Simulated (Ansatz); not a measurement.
# TiC (model cell, started as wurtzite): phonons and vibrational spectra, part 2 of 2

Aim: the vibrations of TiC (model cell, started as wurtzite), their spectra, and whether the structure is stable.

Ansatz 0.2.0; DFT PBEsol, scalar-relativistic, plane waves, PAW.

So far. Step 4 (Tight relaxation): The forces vanish by symmetry and the pressure is 0.002 GPa, within the tolerances set. The cell now holds 11.81 Å³/atom. Within 0.01 Å the structure now has space group P6_3/mmc, not the P6_3mc of the start. Step 5 (Zone-centre response): Before it was imposed, the acoustic sum rule was missed by 1.3e-5 eV/Å². Small misses are needed for a sound result but don't prove that mesh and cutoff are converged. The relaxed cell has a = 3.583, c = 4.250 Å (conventional setting).

The structure was built from a prototype and need not be the compound's stable phase.

### Step 6. Phonons on a q mesh

Stability and thermal properties need the whole zone. Linear response on a 3×3×2 q mesh gives force constants as far as a supercell of that size would.

input.yaml reads:

```yaml
crystal:
  lattice:
    - [3.5825176278, 0.0, 0.0]
    - [-1.7912588139, 3.1025512751, 0.0]
    - [0.0, 0.0, 4.2497267574]
  atoms:
    - { symbol: Ti, position: [0.3333333333, 0.6666666667, -0.0625] }
    - { symbol: Ti, position: [0.6666666667, 0.3333333333, 0.4375] }
    - { symbol: C, position: [0.3333333333, 0.6666666667, 0.4375] }
    - { symbol: C, position: [0.6666666667, 0.3333333333, 0.9375] }
kpoints:
  mp_grid: { grid: [12, 12, 10] }
hamiltonian:
  xc: pbesol
scf:
  occupations: { method: methfessel_paxton, width: 0.15 }
output:
  eigenvalues: true
phonons:
  method: dfpt
  qmesh: [3, 3, 2]
  temperatures: { t_max: 1000, t_step: 50 }
  qpath:
    path:
      - [[0.0, 0.0, 0.0], [0.5, 0.0, 0.0], [0.33333333, 0.33333333, 0.0], [0.0, 0.0, 0.0], [0.0, 0.0, 0.5], [0.5, 0.0, 0.5], [0.33333333, 0.33333333, 0.5], [0.0, 0.0, 0.5]]
      - [[0.5, 0.0, 0.5], [0.5, 0.0, 0.0]]
      - [[0.33333333, 0.33333333, 0.5], [0.33333333, 0.33333333, 0.0]]
    npoints: 10
```

Run with:

```bash
> ansatz run input.yaml --threads 4 --pin off --max-ram 7168MiB --backend cpu --events-out ev --progress --plain --runs-dir out
```

Numbers of over 12 decimals in the logs are rounded to 6 here.

Log:

```text
Warning: phonons: the dynamical matrix that this run interpolates holds no multipole term above the dipole-dipole one, and a site of this crystal is no centre of inversion, so its interpolated transverse optical and acoustic branches and sound speeds can stay off near Gamma, and the density of states and the thermodynamics with them. What a run solves at a wave vector of phonons.qpoints, Gamma apart, where the deck admits one, is free of this, and under fd what a larger phonons.supercell samples
[...]
Crystal: 4 atoms, lattice volume = 47.235 Å³
Basis set: ecut = 420 eV, 909 PW (Γ), exchange–correlation on 48×48×64 points (8 copies of the dense FFT grid, shifted against one another)
Bands: 20, of which v1, the nominal top of the filled ones, is band 16 counted from 1 (15 counted from 0)
Symmetry: 24 space group operations
k-points: 114 of 1440
[...]
SCF iter   1: F=—  HF=-5443.655313 eV  |F-HF|=—  |Δ(HF+E_count)|=         —  Δρ=1.26e-2  dr2=7.30e-2  ethr=1.77e-3  ⟨swp⟩=4.1  Hψ=9470  notcnv=0
[...]
SCF iter  10: F=-5443.634776 eV  HF=-5443.634776 eV  |F-HF|=9.09e-13  |Δ(HF+E_count)|=  7.28e-12  S|Δr|=    0.00e0  Δρ=4.14e-8  dr2=6.25e-13  ethr=1.00e-12  ⟨swp⟩=5.0  Hψ=8678  notcnv=0
[...]
SCF 1 converged in 10 iterations: F = -5443.634776 eV  dr2 = 6.25e-13
[...]
SCF iter   3: F=-5443.634776 eV  HF=-5443.634776 eV  |F-HF|=0.00e0  |Δ(HF+E_count)|=  9.09e-13  S|Δr|=    0.00e0  Δρ=1.06e-7  dr2=2.84e-12  ethr=1.00e-12  ⟨swp⟩=1.0  Hψ=5016  notcnv=0
SCF 2 converged in 3 iterations: F = -5443.634776 eV  dr2 = 2.84e-12
phonons: the bands overlap, so this run is a metal and interpolates without the dipole-dipole term. If the crystal is really an insulator or semiconductor, its LO-TO splitting is missing
NSCF: frozen V_eff on 114 k-points
[...]
DFPT response loops at q = (0, 0, 0) (fractional): preconditioner auto → Kerker (q_TF=auto, 2.557 Å⁻¹) (partly filled bands, converged f_vac=0.000); β = 1.00, the filter's whole step (`scf.mixing.beta` (0.50) is not read by the response loops under this deck's `scf.mixing.preconditioner`; to damp them name `kerker` or `kerker_dos`, under which they read `scf.mixing.beta`, and type it under 1.00, their step now; both keys bind the ground state too); Broyden in place of MSR1
[...]
SCF converged after 10 iterations
[...]
Free energy (F): -5443.634776 eV
[...]
Internal energy: -5443.633734 eV  (E = F + TS)
E sigma→0 (E₀):  -5443.634516 eV
Entropy (-TS):   -0.001042 eV (-0.260 meV/atom)
Fermi energy:    11.756692 eV
[...]
--- Band table (eV; the first three rows and the last of 114) ---
  k-point 0: bands = [... 12 lower, 9.2533, 9.2533, 9.3764, 12.5537, 12.5537, 13.6653, 13.9401, 14.8781]
  k-point 1: bands = [... 12 lower, 9.1928, 9.1928, 9.2262, 12.6649, 12.6979, 12.6979, 14.7430, 14.9184]
  k-point 2: bands = [... 12 lower, 9.0383, 9.0520, 9.0520, 11.4940, 13.0789, 13.0789, 14.9992, 14.9992]
  k-point 113: bands = [... 12 lower, 9.1874, 9.1874, 10.1061, 10.1061, 12.7465, 12.7465, 15.2503, 15.2503]
--- Phonons (Γ-DFPT): 4 representative perturbations + reference (Σ response iterations 12) ---
  ASR residual: 1.363e-5 → 0.000e0 eV/Å²; symmetrization residual: 8.285e-7 eV/Å²
  ASR residual per site (eV/Å²): 1.36e-5 1.36e-5 4.23e-6 4.23e-6
[...]
--- Phonons (arbitrary-q DFPT): 6 irreducible q on the 3×3×2 mesh ---
  q = [0.0000, 0.0000, 0.0000] (star 1, of the zone-centre solve; hermiticity 1.01e-7, symmetrization 2.17e-13): -0.00 -0.00 0.00 276.39 316.08 316.08 391.48 576.81 576.81 591.21 613.05 613.05
  q = [0.0000, 0.0000, -0.5000] (star 1, 4 solved perturbations in 744 linear systems a pass and spin channel, the states on 258 of 1440 k-point pairs; hermiticity 1.79e-7, symmetrization 1.57e-11): 215.68 215.68 215.68 215.68 338.18 338.18 590.04 590.04 590.04 590.04 644.86 644.86
  q = [0.0000, 0.3333, 0.0000] (star 6, 6 solved perturbations on 468 of 1440 k-point pairs; hermiticity 2.08e-7, symmetrization 9.79e-8): 80.89 193.95 261.38 335.75 358.60 359.63 487.35 565.86 571.87 584.69 627.11 667.33
[...]
sum rule: each row above includes the acoustic sum rule's correction from the zone centre's row sums; it moved no ω² by more than (0.31 cm⁻¹)²
  mesh force constants: q→R imaginary residual 0.00e0; ASR residual 1.363e-5 → 0.000e0 eV/Å²; symmetrization residual 1.066e-14 eV/Å²
  interpolated dispersion: 93 rows × 12 modes
  density of states and harmonic sums: on the 21×21×16 q-mesh, interpolated from the force constants of a 3×3×2 supercell (no non-analytic term)
  largest difference from the sums on the solved wave vectors: F 2.64e-2 eV, S 4.07e-5 and C_V 1.43e-5 eV/K
  zero-point energy: 0.328113 eV/cell   skipped modes (ω ≤ 0): 3   left out of the sums: 3.54e-5 of the cell's modes: C_V's classical limit lies that fraction below 3 k_B per atom; for a crystal, a wire or a layer, F and S can be off by more, and a phonons.interpolated_qmesh denser along its periods is the remedy for the sampling
```

Wall time 3.2 min (4 threads of Arm Neoverse V2, shared host); peak memory 1.4 GiB.

Numbers from this step:

| Quantity | Value |
| --- | --- |
| sum-rule residual before enforcement | 1.36e-5 eV/Å² |
| lowest frequency on the path | 0 cm⁻¹ |
| highest frequency on the path or at a solved wavevector | 708.4 cm⁻¹ |
| mean frequency | 441.1 cm⁻¹ |
| Debye temperature (second moment) | 880 K |
| logarithmic mean frequency | 398 cm⁻¹ |
| lowest mode on the q mesh (acoustic modes at Γ apart) | 80.89 cm⁻¹ |
| zero-point energy per atom | 82.03 meV |
| heat capacity at 300 K | 17.17 J/(mol atoms K) |
| vibrational entropy at 300 K | 13.38 J/(mol atoms K) |

Frequencies (cm⁻¹) solved at each irreducible wavevector; negative means imaginary. Frequencies by wavevector, by row:

```tsv
q in reciprocal lattice units	star	mode 1	mode 2	mode 3	mode 4	mode 10	mode 11	mode 12
0 0 0	1	0	0	0	276.4	591.2	613	613
0 0 -0.5	1	215.7	215.7	215.7	215.7	590	644.9	644.9
0 0.3333 0	6	80.9	193.9	261.4	335.8	584.7	627.1	667.3
0 0.3333 -0.5	6	242.4	242.4	249.5	249.5	576.9	697.7	697.7
0.3333 0.3333 0	2	203.8	295.1	295.1	334.6	610.4	645.6	645.6
0.3333 0.3333 -0.5	2	257	257	293.2	293.2	584.9	702.4	702.4
```

Interpolated from a 3×3×2 q mesh, rough between the solved points. Phonon branches along the path, in cm⁻¹:

```tsv
point	branch 1	branch 2	branch 3	branch 4	branch 9	branch 10	branch 11	branch 12
Γ	0	0	0	276	577	591	613	613
M	106	243	328	335	551	578	640	677
K	204	295	295	335	550	610	646	646
Γ	0	0	0	276	577	591	613	613
A	216	216	216	216	590	590	645	645
L	255	255	266	266	569	569	708	708
H	257	257	293	293	585	585	702	702
A	216	216	216	216	590	590	645	645
jump to L	255	255	266	266	569	569	708	708
M	106	243	328	335	551	578	640	677
jump to H	257	257	293	293	585	585	702	702
K	204	295	295	335	550	610	646	646
```

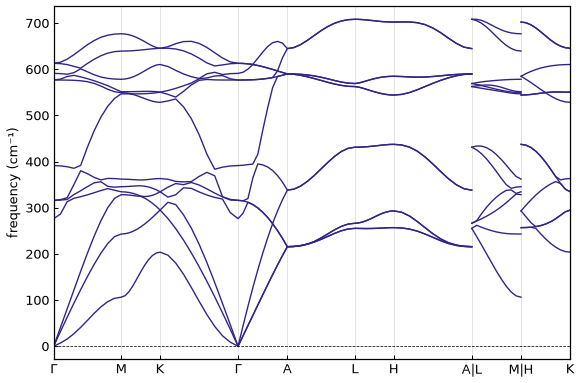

Phonon branches along the path.

The phonon density of states has structure finer than the step of the table below, so its rows give means over 50 cm⁻¹, whole bins alone (the curve runs from 5 to 705 cm⁻¹). Peaks (cm⁻¹: height): 335.0: 0.0297, 395.0: 0.0239, 585.0: 0.0839, 665.0: 0.0307.

Tetrahedra on a 21×21×16 mesh, mean over bins of 10 cm-1. Interpolated from a 3×3×2 q mesh, rough between the solved points. Phonon density of states against wavenumber; means over each step:

```tsv
wavenumber (cm⁻¹)	phonon density of states (1/cm⁻¹/cell)
50	0.00155
100	0.00494
150	0.00899
200	0.0138
250	0.0224
300	0.0250
350	0.0208
400	0.0198
450	0.00506
500	0.00322
550	0.0422
600	0.0350
650	0.0214
```

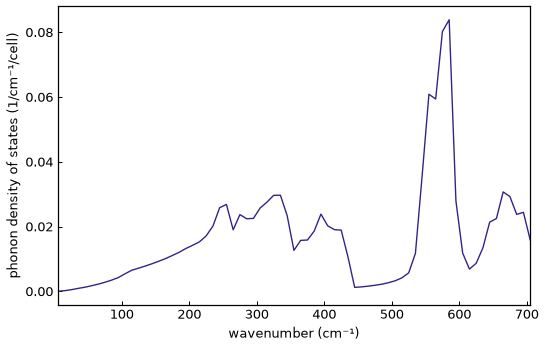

Phonon density of states, plotted against wavenumber.

The partial phonon density of states has structure finer than the step of the table below, so its rows give means over 50 cm⁻¹, whole bins alone (the curve runs from -10 to 740 cm⁻¹). Peaks (cm⁻¹: height): C 579.4: 0.0830, 669.0: 0.0284; Ti 324.8: 0.0291, 395.5: 0.0223, 579.4: 0.00707.

Phonopy on the run's constants, 19x19x13 mesh, Gaussian sigma 5.4 cm-1. Interpolated from a 3×3×2 q mesh, rough between the solved points. Partial phonon density of states against wavenumber; means over each step; values in 1/cm⁻¹/cell:

```tsv
wavenumber (cm⁻¹)	C	Ti
50	3.2e-4	0.00127
100	9.6e-4	0.00402
150	0.00150	0.00743
200	0.00176	0.0119
250	0.00166	0.0210
300	0.00140	0.0235
350	0.00107	0.0197
400	0.00107	0.0186
450	0.00123	0.00405
500	0.00279	3.6e-4
550	0.0385	0.00337
600	0.0323	0.00310
650	0.0200	0.00120
700	0.0154	4.0e-4
```

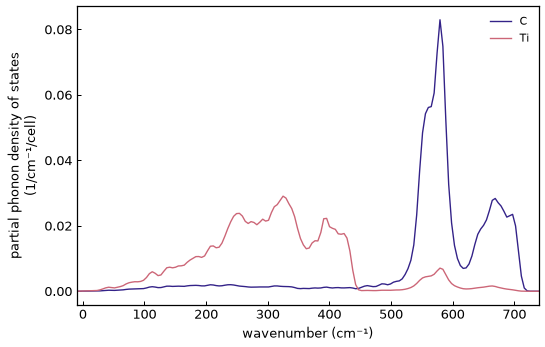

Partial phonon density of states, plotted against wavenumber.

Harmonic thermodynamic functions per atom, from the density of states. Interpolated from a 3×3×2 q mesh, rough between the solved points. Thermodynamic functions, by row:

```tsv
T (K)	F_vib (meV/atom)	S (J/mol-atom/K)	C_V (J/mol-atom/K)
0	82.03	0	0
50	81.98	0.362	0.93
100	81.43	1.952	4.321
200	76.72	7.415	12.09
300	65.92	13.38	17.17
400	49.21	18.74	19.96
500	27.33	23.37	21.54
600	0.97	27.39	22.49
700	-29.28	30.91	23.1
800	-62.95	34.02	23.51
900	-99.68	36.81	23.8
1000	-139.2	39.33	24.01
```

Harmonic mean-square displacement, third of the trace. Interpolated from a 3×3×2 q mesh, rough between the solved points. Mean square displacements, by row:

```tsv
T (K)	Ti1 U_eq (Å²)	Ti2 U_eq (Å²)	C3 U_eq (Å²)	C4 U_eq (Å²)
0	0.00137	0.00137	0.00279	0.00279
100	0.00188	0.00188	0.00326	0.00326
300	0.00394	0.00394	0.00512	0.00512
600	0.00747	0.00747	0.00878	0.00878
```

Symmetry leaves 6 wavevectors to solve. The lowest mode among them, the acoustic zeros apart, lies at q = (0, 0.333, 0) and is real, 80.9 cm⁻¹.

### Step 7. Isotope substitution, element C, natural mass 12.011 amu

An isotope changes the mass and not the force constants, so no new electronic calculation is needed; the shifts show which modes move this element.

The same force constants with the mass of C changed from 12.011 to 13.003 u (phonopy, no LO-TO term). Both lists are sorted by frequency; levels can cross, so a row need not hold one and the same mode. Modes under 3 cm⁻¹ are left out. Isotope shifts, by row, the first 40 of 45 rows:

```tsv
q	rank	natural mass (cm⁻¹)	changed mass (cm⁻¹)
0 0 0	4	276.4	267.8
0 0 0	5	316.1	315.4
0 0 0	6	316.1	315.4
0 0 0	7	391.5	391.4
0 0 0	8	576.8	555.5
0 0 0	9	576.8	555.5
0 0 0	10	591.2	568.3
0 0 0	11	613	594
0 0 0	12	613	594
0 0 -0.5	1	215.7	214.4
0 0 -0.5	2	215.7	214.4
0 0 -0.5	3	215.7	214.4
0 0 -0.5	4	215.7	214.4
0 0 -0.5	5	338.2	337.4
0 0 -0.5	6	338.2	337.4
0 0 -0.5	7	590	570.4
0 0 -0.5	8	590	570.4
0 0 -0.5	9	590	570.4
0 0 -0.5	10	590	570.4
0 0 -0.5	11	644.9	621.2
0 0 -0.5	12	644.9	621.2
0 0.3333 0	1	80.89	80.18
0 0.3333 0	2	193.9	192.9
0 0.3333 0	3	261.4	260.2
0 0.3333 0	4	335.8	335.2
0 0.3333 0	5	358.6	358.5
0 0.3333 0	6	359.6	359.2
0 0.3333 0	7	487.4	470.9
0 0.3333 0	8	565.9	547.3
0 0.3333 0	9	571.9	550.3
0 0.3333 0	10	584.7	564.2
0 0.3333 0	11	627.1	603.4
0 0.3333 0	12	667.3	643.6
0 0.3333 -0.5	1	242.4	241.1
0 0.3333 -0.5	2	242.4	241.1
0 0.3333 -0.5	3	249.5	249
0 0.3333 -0.5	4	249.5	249
0 0.3333 -0.5	5	407.3	406.6
0 0.3333 -0.5	6	407.3	406.6
0 0.3333 -0.5	7	569.3	548.3
```

A mode of this element alone would shift by -3.89 %. The highest zone-centre frequency without the field goes from 613.0 to 594.0 cm⁻¹ (-3.1 %). The product of the frequency ratios over all optical modes at Γ is 0.808; the product rule, (m/m′)^(3k/2) (M′/M)^(3/2) with k = 2 such atoms and M the mass of the cell, gives 0.808.

### Step 8. Another isotope, element Ti, natural mass 47.867 amu

The same for Ti, from 47.87 to 49.94 u.

The same force constants with the mass of Ti changed from 47.867 to 49.945 u (phonopy, no LO-TO term). Both lists are sorted by frequency; levels can cross, so a row need not hold one and the same mode. Modes under 3 cm⁻¹ are left out. Isotope shifts, by row, the first 40 of 45 rows:

```tsv
q	rank	natural mass (cm⁻¹)	changed mass (cm⁻¹)
0 0 0	4	276.4	275.2
0 0 0	5	316.1	309.7
0 0 0	6	316.1	309.7
0 0 0	7	391.5	383.3
0 0 0	8	576.8	576.2
0 0 0	9	576.8	576.2
0 0 0	10	591.2	591.2
0 0 0	11	613	610.5
0 0 0	12	613	610.5
0 0 -0.5	1	215.7	211.8
0 0 -0.5	2	215.7	211.8
0 0 -0.5	3	215.7	211.8
0 0 -0.5	4	215.7	211.8
0 0 -0.5	5	338.2	331.4
0 0 -0.5	6	338.2	331.4
0 0 -0.5	7	590	588.3
0 0 -0.5	8	590	588.3
0 0 -0.5	9	590	588.3
0 0 -0.5	10	590	588.3
0 0 -0.5	11	644.9	644.1
0 0 -0.5	12	644.9	644.1
0 0.3333 0	1	80.89	79.55
0 0.3333 0	2	193.9	190.4
0 0.3333 0	3	261.4	256.4
0 0.3333 0	4	335.8	328.9
0 0.3333 0	5	358.6	351.1
0 0.3333 0	6	359.6	352.2
0 0.3333 0	7	487.4	486
0 0.3333 0	8	565.9	563.9
0 0.3333 0	9	571.9	571.6
0 0.3333 0	10	584.7	583.6
0 0.3333 0	11	627.1	626.7
0 0.3333 0	12	667.3	666.2
0 0.3333 -0.5	1	242.4	238
0 0.3333 -0.5	2	242.4	238
0 0.3333 -0.5	3	249.5	244.4
0 0.3333 -0.5	4	249.5	244.4
0 0.3333 -0.5	5	407.3	399.1
0 0.3333 -0.5	6	407.3	399.1
0 0.3333 -0.5	7	569.3	568.8
```

A mode of this element alone would shift by -2.10 %. The highest zone-centre frequency without the field goes from 613.0 to 610.5 cm⁻¹ (-0.4 %). The product of the frequency ratios over all optical modes at Γ is 0.926; the product rule, (m/m′)^(3k/2) (M′/M)^(3/2) with k = 2 such atoms and M the mass of the cell, gives 0.927.

### Step 9. Summary of results

```yaml
space_group_after_relaxation_within_0p01_a: P6_3/mmc
volume_per_atom: 11.8 Å³
electronic_character: no gap on this mesh
highest_optical_mode_at_the_zone_centre_no_lo_to_term: 613 cm⁻¹
lowest_optical_zone_centre_mode: 276 cm⁻¹
lowest_mode_on_the_q_mesh_acoustic_modes_at_gamma_apart: 80.9 cm⁻¹
highest_frequency_on_the_path_or_at_a_solved_wavevector: 708 cm⁻¹
zero_point_energy_per_atom: 82.0 meV
heat_capacity_at_300_k: 17.2 J/(mol atoms K)
vibrational_entropy_at_300_k: 13.4 J/(mol atoms K)
debye_temperature_second_moment: 880 K
imaginary_modes_on_the_3x3x2_q_mesh: none
```

The structure is a minimum as far as tested: no mode is imaginary at the 6 irreducible wavevectors of the 3×3×2 mesh, and the softest away from the acoustic zeros lies at 81 cm⁻¹. The optical modes at Γ span 276 to 613 cm⁻¹. The highest mode in this list at Γ, 613.0 cm⁻¹, is mostly motion of C (80 % of the kinetic energy). The q mesh stands for a supercell only 8.5 Å across, so branches between the solved wavevectors are rough. The relaxed cell left the space group of the starting entry, even within 0.1 Å, so it may not be the phase that the entry, or a measurement on it, describes. With no gap, or one that is small against the smearing, the frequencies hang on the k mesh and the smearing, most of all near Kohn anomalies. The starting cell was built on a prototype and not taken from a measurement, so the phase need not exist. These are harmonic frequencies at zero temperature: anharmonic shifts, linewidths and thermal expansion are left out.

[Logs are printed without paths, hosts, clocks, repeated set-up lines and the standing remarks that a program may print on its own settings, such as how far it seeks lower states.]

[Hosts, paths, dates, database ids (printed as entryN), source tags and the programs' standing remarks are cut or masked in the printed files.]
